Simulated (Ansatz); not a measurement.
Where the default PAW files enter, the runs use the earlier of Ansatz's two default sets.

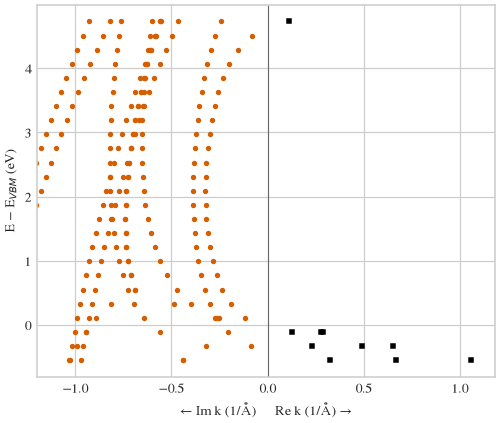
Fig. 1. Complex bands at the centre of the two-dimensional zone; r2SCAN run with Ansatz (a program for electronic structure)

No gap correction and no spin-orbit coupling; mid-gap values are interpolated between computed energies.

Q: This is KI (Fm-3m, rock salt, 2 atoms a cell, 44.5 Å³ an atom) along the normal of (110). Read off the slowest decay at the centre of the two-dimensional zone at 2.31 eV, the computed energy nearest the middle of the gap.

A: κ ≈ 0.32 1/Å, a decay length 1/(2κ) of the density of 1.6 Å.
